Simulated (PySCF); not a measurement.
# Trichlorosilane (SiHCl₃): NMR shifts at several levels of theory, part 2 of 2

PySCF 2.14.0. Atoms count from 0. Earlier steps stand in the parts before.

## (12) Shielding tensors: PBE0/6-311+G(2d,p)

The job: settings as JSON, then the geometry in Å.

```
{"job": {"kind": "nmr", "xc": "PBE0", "basis": "6-311+G(2d,p)", "pop": true}, "charge": 0, "multiplicity": 1}
Cl    -0.948532     1.671119    -0.586834
Si     0.005623     0.003111     0.112453
Cl    -1.000205    -1.662937    -0.516552
Cl     1.908994    -0.036530    -0.630806
H      0.051369     0.030946     1.587359
```

With the program's defaults for keys left out, this is: GIAO PBE0/6-311+G(2d,p) NMR shielding, non-relativistic, gas phase.

What it wrote:

```text
coarse grid: 7120 points
cycle   1  E = -1670.2502143214  dE =  3.101e-01  |g| = 4.113e-01  |ddm| = 2.007e+00
cycle   2  E = -1670.2234134141  dE =  2.680e-02  |g| = 5.091e-01  |ddm| = 8.069e-01
cycle   3  E = -1670.2880842400  dE = -6.467e-02  |g| = 5.625e-02  |ddm| = 4.786e-01
cycle   4  E = -1670.2888048354  dE = -7.206e-04  |g| = 1.848e-02  |ddm| = 5.738e-02
cycle   5  E = -1670.2888888435  dE = -8.401e-05  |g| = 2.157e-03  |ddm| = 1.724e-02
cycle   6  E = -1670.2888897629  dE = -9.193e-07  |g| = 6.404e-04  |ddm| = 2.577e-03
final grid: 52536 points
cycle   7  E = -1670.3183101347  dE = -1.859e-05  |g| = 2.649e-03  |ddm| = 1.031e-02
cycle   8  E = -1670.3183102311  dE = -9.645e-08  |g| = 2.508e-03  |ddm| = 4.765e-03
cycle   9  E = -1670.3183115746  dE = -1.344e-06  |g| = 3.844e-04  |ddm| = 2.454e-03
cycle  10  E = -1670.3183116152  dE = -4.054e-08  |g| = 7.105e-05  |ddm| = 3.844e-04
cycle  11  E = -1670.3183116164  dE = -1.272e-09  |g| = 1.726e-05  |ddm| = 7.642e-05
cycle  12  E = -1670.3183116165  dE = -7.458e-11  |g| = 3.353e-06  |ddm| = 2.163e-05
converged SCF energy = -1670.3183116165

GIAO shielding tensors (ppm)
atom      isotropic    diamagn.    paramagn.     s11        s22        s33       span
  0 Cl     792.203    1147.209    -355.005    660.765    748.385    967.460    306.696
  1 Si     331.915     877.597    -545.681    302.648    346.200    346.898     44.250
  2 Cl     792.363    1147.209    -354.846    661.134    748.330    967.625    306.491
  3 Cl     792.247    1147.224    -354.976    661.102    749.052    966.588    305.486
  4 H       24.905      27.997      -3.092     21.949     21.985     30.782      8.833
```

It took 8 s on 1 thread, shared host.

In short: δ Cl0 156, Si1 12.5, H4 6.60 ppm (means over like atoms).

## (13) Shielding tensors: PBE0/def2-SVP

The job: settings as JSON, then the geometry in Å.

```
{"job": {"kind": "nmr", "xc": "PBE0", "basis": "def2-SVP", "pop": true}, "charge": 0, "multiplicity": 1}
Cl    -0.948532     1.671119    -0.586834
Si     0.005623     0.003111     0.112453
Cl    -1.000205    -1.662937    -0.516552
Cl     1.908994    -0.036530    -0.630806
H      0.051369     0.030946     1.587359
```

Level: GIAO PBE0/def2-SVP NMR shielding, non-relativistic, gas phase.

What it wrote:

```text
coarse grid: 7120 points
cycle   1  E = -1669.5273128924  dE =  3.318e-01  |g| = 3.905e-01  |ddm| = 2.307e+00
cycle   2  E = -1669.4977293157  dE =  2.958e-02  |g| = 5.107e-01  |ddm| = 1.109e+00
cycle   3  E = -1669.5730109006  dE = -7.528e-02  |g| = 2.744e-02  |ddm| = 6.335e-01
cycle   4  E = -1669.5732010954  dE = -1.902e-04  |g| = 6.277e-03  |ddm| = 3.180e-02
cycle   5  E = -1669.5732114763  dE = -1.038e-05  |g| = 7.523e-04  |ddm| = 8.672e-03
cycle   6  E = -1669.5732116576  dE = -1.812e-07  |g| = 1.883e-04  |ddm| = 1.375e-03
final grid: 52536 points
cycle   7  E = -1669.7429368324  dE = -6.610e-06  |g| = 1.825e-03  |ddm| = 8.788e-03
cycle   8  E = -1669.7429371275  dE = -2.951e-07  |g| = 1.474e-03  |ddm| = 4.506e-03
cycle   9  E = -1669.7429376683  dE = -5.408e-07  |g| = 2.702e-04  |ddm| = 2.085e-03
cycle  10  E = -1669.7429376904  dE = -2.216e-08  |g| = 2.896e-05  |ddm| = 3.410e-04
cycle  11  E = -1669.7429376907  dE = -2.351e-10  |g| = 6.088e-06  |ddm| = 3.599e-05
converged SCF energy = -1669.7429376907

GIAO shielding tensors (ppm)
atom      isotropic    diamagn.    paramagn.     s11        s22        s33       span
  0 Cl     848.306    1146.740    -298.434    733.536    826.579    984.805    251.269
  1 Si     382.724     877.319    -494.595    351.250    398.121    398.802     47.552
  2 Cl     848.366    1146.739    -298.373    733.714    826.594    984.791    251.077
  3 Cl     848.363    1146.748    -298.385    733.740    827.498    983.852    250.112
  4 H       25.172      27.660      -2.488     21.955     21.991     31.570      9.615
```

Run time: 3.2 s. Hardware: 1 thread, shared host.

Key values: δ Cl0 120, Si1 24.4, H4 6.17 ppm (means over like atoms).

## (14) NMR shieldings: PBE0/def2-TZVP

The job: settings as JSON, then the geometry in Å.

```
{"job": {"kind": "nmr", "xc": "PBE0", "basis": "def2-TZVP", "pop": true}, "charge": 0, "multiplicity": 1}
Cl    -0.948532     1.671119    -0.586834
Si     0.005623     0.003111     0.112453
Cl    -1.000205    -1.662937    -0.516552
Cl     1.908994    -0.036530    -0.630806
H      0.051369     0.030946     1.587359
```

Method: GIAO PBE0/def2-TZVP NMR shielding, non-relativistic, gas phase.

What it wrote:

```text
coarse grid: 7120 points
cycle   1  E = -1670.2896432787  dE =  3.563e-01  |g| = 3.767e-01  |ddm| = 1.942e+00
cycle   2  E = -1670.2634959750  dE =  2.615e-02  |g| = 5.014e-01  |ddm| = 7.093e-01
cycle   3  E = -1670.3255327550  dE = -6.204e-02  |g| = 5.213e-02  |ddm| = 3.990e-01
cycle   4  E = -1670.3260914370  dE = -5.587e-04  |g| = 1.584e-02  |ddm| = 4.320e-02
cycle   5  E = -1670.3261479274  dE = -5.649e-05  |g| = 2.070e-03  |ddm| = 1.314e-02
cycle   6  E = -1670.3261487408  dE = -8.134e-07  |g| = 7.593e-04  |ddm| = 1.995e-03
final grid: 52536 points
cycle   7  E = -1670.3280563789  dE = -1.732e-05  |g| = 4.205e-03  |ddm| = 1.164e-02
cycle   8  E = -1670.3280564526  dE = -7.367e-08  |g| = 3.395e-03  |ddm| = 5.030e-03
cycle   9  E = -1670.3280583698  dE = -1.917e-06  |g| = 6.913e-04  |ddm| = 2.820e-03
cycle  10  E = -1670.3280585019  dE = -1.320e-07  |g| = 1.005e-04  |ddm| = 5.534e-04
cycle  11  E = -1670.3280585044  dE = -2.487e-09  |g| = 2.126e-05  |ddm| = 8.690e-05
cycle  12  E = -1670.3280585044  dE = -9.459e-11  |g| = 6.194e-06  |ddm| = 1.594e-05
converged SCF energy = -1670.3280585044

GIAO shielding tensors (ppm)
atom      isotropic    diamagn.    paramagn.     s11        s22        s33       span
  0 Cl     795.685    1147.180    -351.496    668.357    754.058    964.639    296.283
  1 Si     324.398     875.398    -551.000    295.283    338.616    339.296     44.013
  2 Cl     795.849    1147.179    -351.330    668.722    754.028    964.796    296.074
  3 Cl     795.730    1147.186    -351.456    668.691    754.762    963.735    295.044
  4 H       24.965      26.982      -2.018     22.034     22.069     30.790      8.756
```

Wall time 8.8 s (1 thread, shared host).

In short: δ Cl0 137, Si1 7.2, H4 6.52 ppm (means over like atoms).

## (15) Comparing the runs: NMR shifts

Shifts (ppm), means over like atoms, with basis size and wall time:

| run | H4 | Cl0 | Si1 | functions | time |
| --- | --- | --- | --- | --- | --- |
| WP04/pcSseg-2 | 5.65 | 99 | 4.6 | 186 | 10 s |
| B97-2/pcSseg-2 | 6.13 | 126 | 7.0 | 186 | 9.8 s |
| BHandHLYP/pcSseg-2 | 5.89 | 110 | 5.3 | 186 | 9.5 s |
| CAM-B3LYP/pcSseg-2 | 6.06 | 132 | 9.9 | 186 | 14 s |
| wB97X-D/pcSseg-2 | 6.06 | 124 | 10.1 | 186 | 14 s |
| LC-wPBE/pcSseg-2 | 5.92 | 112 | 13.0 | 186 | 17 s |
| PBE0/STO-3G | 4.59 | -91 | 13.1 | 37 | 1.5 s |
| PBE0/6-31G | 6.08 | 95 | 74.6 | 54 | 3 s |
| PBE0/6-31G* | 6.01 | 98 | 39.4 | 74 | 3.9 s |
| PBE0/6-311+G(2d,p) | 6.60 | 156 | 12.5 | 146 | 8 s |
| PBE0/def2-SVP | 6.17 | 120 | 24.4 | 77 | 3.2 s |
| PBE0/def2-TZVP | 6.52 | 137 | 7.2 | 154 | 8.8 s |
| measured | – | – | -9.6 | – | – |

Measured: solution; U. Herzog, Habilitationsschrift, TU Bergakademie Freiberg, 2002/2003.

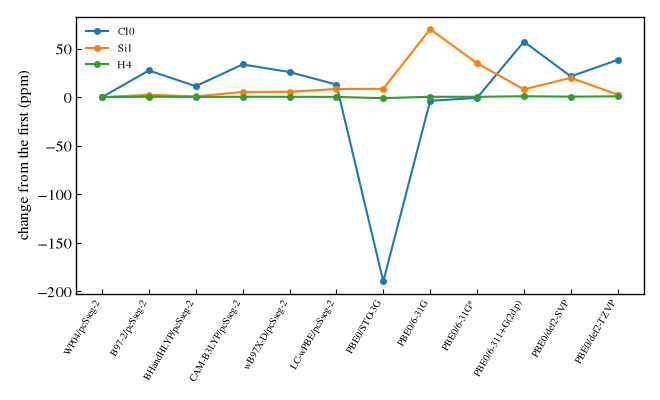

How the tabulated atoms move from run to run.

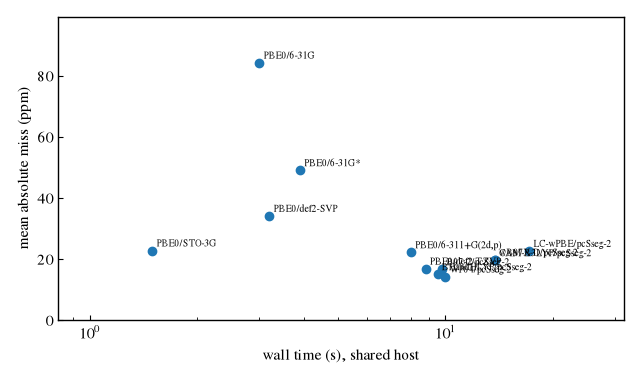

Cost against miss for the one measured 29Si shift.

## (16) What came out

What follows sums up all 2 parts.

```
                                                                quantity                                             value
                                                             point group                                               C3v
                                    rotational constants (main isotopes)                              2.42, 2.41, 1.30 GHz
                                   1H shifts against TMS (WP04/pcSseg-2)                                          5.65 ppm
35Cl shifts against HCl (WP04/pcSseg-2, means over atoms taken as alike)                                            99 ppm
                                 29Si shifts against TMS (WP04/pcSseg-2)                                           4.6 ppm
                                measured, and computed on the same scale                               Si1 δ -9.6, 4.6 ppm
                                               range of the shift of Cl0                                    -91 to 156 ppm
                                           property runs in this session  12, of which 0 failed and 1 gave unsound results
```

**Reading.** Single values in the summary come from the first run of each kind that ended normally (WP04/pcSseg-2), which need not be the best level. Relaxing lowered the energy by 0.047 eV in 3 steps; the close pair that moved most is Cl0–Si1, from 2.010 to 2.045 Å. At WP04/pcSseg-2: The widest tensor belongs to Cl0, Cl2, Cl3: span 325 ppm, with a paramagnetic part of -350 ppm. The one measured 29Si shift is missed by +14.2 ppm (computed less measured, unscaled). Vibration, temperature and solvent are missing from the calculation, so part of the miss against the measured shifts is not the functional's. In ppm, Cl0 (with its like atoms) moves most: its shift spreads over 247 ppm, from -91 (PBE0/STO-3G) to 156 (PBE0/6-311+G(2d,p)). A minimal basis is unusable for shieldings, so that end is no result. For the one measured 29Si shift, WP04/pcSseg-2 misses least (14.2 ppm, 10 s) and PBE0/6-31G most (84.2 ppm, 3 s); the quickest, PBE0/STO-3G, misses by 22.7 ppm in 1.5 s. One molecule ranks no method: errors cancel, and vibration and temperature are missing from all runs.
